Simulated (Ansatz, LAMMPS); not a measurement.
## Atom list for Glassy Na2MgSi3O8 (112 atoms)

This is the geometry as built. Method: Kohn-Sham DFT, PBE, PAW (set soft_2), plane waves (Ansatz 0.2.0); cutoff 420 eV, Γ point, fixed occupations; density 2.67 g/cm³.

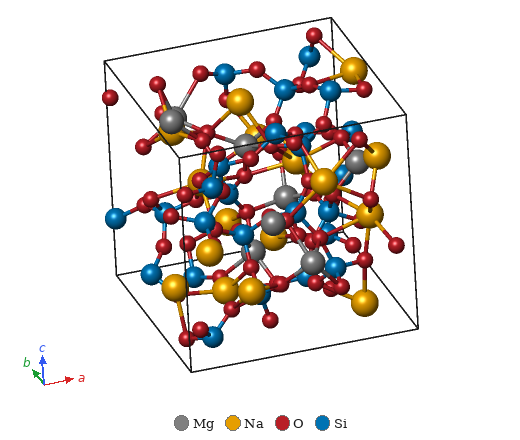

The structure (magnesium grey, sodium orange, oxygen red, silicon blue). Bonds to atoms that aren't drawn are left out. Some periodic images of atoms are drawn too.

Extended XYZ; positions in Å, forces in eV/Å, q the Löwdin charge in e:

```xyz
112
Lattice="11.203 0.000 0.000 0.000 11.203 0.000 0.000 0.000 11.203" Properties=species:S:1:pos:R:3:charge:R:1:forces:R:3 pbc="T T T"
Mg 5.522 7.154 1.948 1.63 -0.481 0.018 -0.109
Mg 6.335 0.282 4.315 1.59 0.141 1.402 0.605
Mg 4.502 0.282 6.744 1.62 -0.314 -0.941 1.067
Mg 2.595 8.943 8.685 1.61 -0.386 0.492 -0.210
Mg 7.812 8.945 3.502 1.62 1.203 -0.740 0.539
Mg 5.410 6.985 7.565 1.61 -0.571 0.181 1.208
Mg 10.258 5.164 6.582 1.63 1.186 0.598 -0.658
Mg 1.020 4.247 10.973 1.63 -0.171 0.285 0.067
Na 10.316 2.130 8.263 0.79 0.350 -0.120 0.313
Na 3.006 6.607 6.324 0.79 -0.653 -0.009 -0.127
Na 5.376 10.528 2.008 0.75 -0.630 -0.146 -0.969
Na 7.715 6.663 6.484 0.77 0.932 -0.266 -1.122
Na 11.129 7.790 9.977 0.79 -0.467 1.255 0.231
Na 1.276 0.139 5.928 0.79 -0.214 0.067 0.343
Na 9.512 2.806 0.426 0.79 0.062 -0.608 0.091
Na 1.700 6.519 9.275 0.76 0.911 -0.709 -0.363
Na 7.333 1.045 8.005 0.79 0.566 -0.079 0.197
Na 6.782 9.540 6.580 0.75 -0.250 -0.443 0.389
Na 0.472 3.368 2.801 0.80 0.031 0.395 -0.139
Na 7.740 11.037 0.505 0.79 0.660 0.240 -0.099
Na 9.998 2.770 4.969 0.77 -0.253 -0.265 0.077
Na 5.027 6.256 10.281 0.76 -0.118 0.286 -0.557
Na 3.212 0.113 3.530 0.77 -0.416 -0.134 -0.157
Na 3.511 5.316 1.159 0.78 -0.235 0.422 0.294
O 5.863 0.668 10.511 -0.84 0.563 -1.424 0.358
O 2.074 0.582 10.736 -0.78 0.316 -0.322 0.216
O 1.291 7.555 2.882 -0.79 0.638 -0.097 -0.697
O 2.924 4.566 4.794 -0.82 -0.424 1.071 0.569
O 0.856 7.759 5.357 -0.83 -1.205 -0.807 1.997
O 3.097 3.582 7.223 -0.82 0.166 0.777 -1.550
O 10.435 0.218 4.421 -0.82 0.776 1.655 -0.839
O 4.196 2.310 9.266 -0.81 0.883 0.081 0.082
O 0.674 4.063 6.179 -1.05 -2.204 1.167 0.599
O 7.399 2.462 4.404 -0.84 -0.429 0.050 1.695
O 9.014 9.644 8.838 -0.80 -0.227 -1.152 -1.366
O 3.676 7.407 8.419 -1.34 0.719 -0.692 -0.649
O 3.219 8.320 4.602 -0.80 -0.443 -0.210 -0.217
O 1.192 9.924 4.011 -0.85 0.507 1.836 -0.333
O 6.110 5.214 8.254 -1.01 -1.267 2.197 -0.522
O 6.873 9.337 10.208 -0.81 -0.987 0.519 1.867
O 8.172 8.522 1.636 -1.02 -1.265 0.734 -0.513
O 8.913 4.990 5.240 -1.06 0.234 -0.626 0.295
O 9.120 0.875 9.923 -0.97 -0.859 0.910 0.061
O 9.568 2.573 2.766 -1.01 -0.601 -0.214 0.324
O 3.213 10.033 1.533 -0.98 -0.027 0.556 0.195
O 9.898 9.807 11.150 -0.83 0.352 0.332 -0.700
O 9.488 0.797 6.754 -0.98 -0.088 1.495 0.881
O 7.111 7.876 8.111 -1.04 -0.838 0.163 -0.612
O 7.917 5.390 2.789 -0.83 -1.200 -0.091 -0.424
O 0.640 2.527 0.479 -1.05 -0.671 0.209 0.433
O 8.739 7.368 4.254 -1.02 -2.000 6.319 1.804
O 0.174 11.174 9.260 -0.79 -0.426 -1.131 -1.558
O 10.293 9.556 6.134 -0.82 0.240 -0.181 0.284
O 7.779 0.659 2.598 -1.00 -2.065 -4.638 -0.490
O 0.663 0.314 1.956 -0.77 0.208 1.054 -0.250
O 1.602 2.126 8.743 -0.84 -0.672 -0.991 -0.643
O 6.091 5.482 0.908 -1.02 -2.215 1.265 -0.541
O 5.782 8.685 3.274 -1.06 0.623 -0.091 -0.707
O 5.039 1.369 2.966 -1.01 0.800 -1.621 0.840
O 5.538 4.206 5.115 -0.79 0.291 0.648 0.680
O 10.096 6.997 7.057 -1.03 -1.185 -1.290 0.326
O 4.604 6.269 3.596 -0.94 0.317 1.905 -0.844
O 1.182 5.406 1.378 -1.03 0.219 -0.455 -0.642
O 4.864 10.131 5.202 -1.12 0.568 0.557 -0.615
O 2.487 4.292 9.657 -1.03 -1.502 5.337 4.502
O 6.676 3.120 9.663 -0.80 0.131 -0.976 0.986
O 1.802 8.774 10.713 -0.99 -1.300 -0.687 -2.760
O 2.071 2.128 5.249 -0.98 -0.055 -4.759 -2.016
O 10.514 7.475 1.136 -0.81 1.336 -1.270 -0.902
O 4.390 3.899 2.826 -0.82 -0.576 -1.338 -2.638
O 4.016 7.726 0.642 -1.07 0.814 -1.335 0.146
O 8.110 10.426 5.104 -1.05 -2.878 -0.651 -1.572
O 4.231 9.754 10.344 -0.81 -1.466 -0.227 -0.863
O 8.593 5.075 0.331 -0.82 0.685 -0.708 -0.017
O 7.256 3.215 7.086 -0.81 1.802 0.875 1.215
O 0.839 8.451 7.790 -1.05 1.794 0.526 2.504
O 10.461 5.811 3.182 -0.83 1.256 -0.387 -0.592
O 8.759 7.237 9.970 -0.80 0.449 0.422 0.644
O 8.592 4.760 9.069 -0.82 1.111 -0.813 -1.955
O 10.878 5.466 10.107 -1.01 0.201 0.130 -0.296
O 2.629 10.962 8.034 -0.99 0.370 -0.750 -0.585
O 5.553 1.684 6.041 -1.07 0.483 -0.797 -0.400
O 7.275 3.152 1.771 -0.81 -0.673 -0.492 -1.124
O 2.732 1.923 1.872 -0.83 0.676 0.559 0.669
O 5.440 7.603 5.743 -1.04 1.223 -1.346 2.038
O 4.810 2.663 0.548 -0.79 0.155 1.115 0.450
O 10.236 9.598 2.555 -0.81 0.699 1.576 1.693
O 5.725 10.689 8.243 -1.03 -0.788 -0.371 -0.416
Si 6.441 2.994 5.698 1.72 -0.799 -0.980 -2.149
Si 4.328 2.459 2.097 1.70 -0.910 -1.024 -0.405
Si 5.569 10.267 9.809 1.68 2.307 3.532 -2.542
Si 0.303 6.541 2.095 1.71 -1.209 -0.314 1.362
Si 4.380 4.812 4.111 1.72 0.592 -0.535 1.713
Si 4.813 8.376 4.549 1.62 0.768 2.718 0.540
Si 9.687 8.846 1.266 1.68 -0.940 -0.020 -0.813
Si 2.136 3.522 5.814 1.65 0.875 2.183 2.423
Si 2.902 3.188 8.758 1.72 0.905 -4.563 -2.866
Si 1.679 0.494 9.090 1.66 0.710 2.370 3.124
Si 1.698 8.391 4.186 1.76 -1.821 -0.274 -1.615
Si 3.146 9.103 0.215 1.60 2.191 -0.947 4.904
Si 7.915 8.488 9.314 1.72 1.222 -0.328 -1.116
Si 1.534 1.267 0.961 1.70 0.825 0.173 -2.580
Si 10.999 8.216 6.641 1.67 1.626 -0.811 -1.326
Si 5.461 2.255 10.355 1.74 -1.419 -1.106 -1.668
Si 7.362 4.729 1.392 1.70 2.287 0.828 2.010
Si 9.518 10.879 5.671 1.65 -0.068 -0.239 -0.069
Si 8.952 5.946 3.901 1.67 1.772 -4.925 -1.404
Si 9.886 10.720 9.655 1.67 -0.438 0.239 2.932
Si 11.192 10.770 3.162 1.77 -0.092 -3.010 0.553
Si 9.308 5.725 10.222 1.69 -1.522 -0.873 0.421
Si 7.213 4.151 8.488 1.68 -1.801 -0.674 0.041
Si 7.989 2.136 2.890 1.61 2.987 4.296 0.114
```

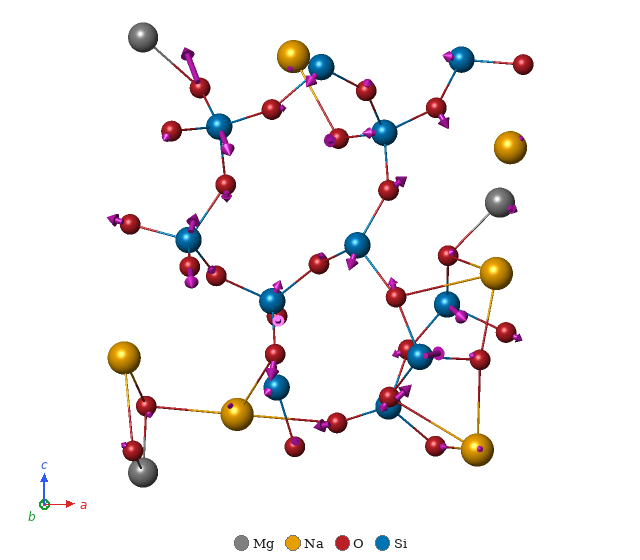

The forces as arrows, the longest 7.14 eV/Å. Drawn is a slice 4 Å thick, seen along the normal of the ac plane. Bonds to atoms that aren't drawn are left out.

The quench rate of 10 K/ps is many orders above laboratory rates, so the cell is likely richer in defects and strain than a real sample. The force components of 1.3 eV/Å r.m.s. hold both thermal displacement and the mismatch between the potential that made the cell and DFT. The network of bonds at the start is that of the classical potential that made the cell, and needn't be the one that DFT or experiment would give. Only the Γ point is sampled, in a cell whose shortest periodic width is 11 Å. The Löwdin charges lack the electrons that the projection spills, 0.062 e an atom on average.

The r.m.s. force component is 1.34 eV/Å; the longest force, 7.14 eV/Å, acts on O65.

[Logs are printed without paths, hosts, clocks, repeated set-up lines and the standing remarks that a program may print on its own settings, such as how far it seeks lower states.]

[Hosts, paths, dates, database ids (printed as entryN), source tags and the programs' standing remarks are cut or masked in the printed files.]
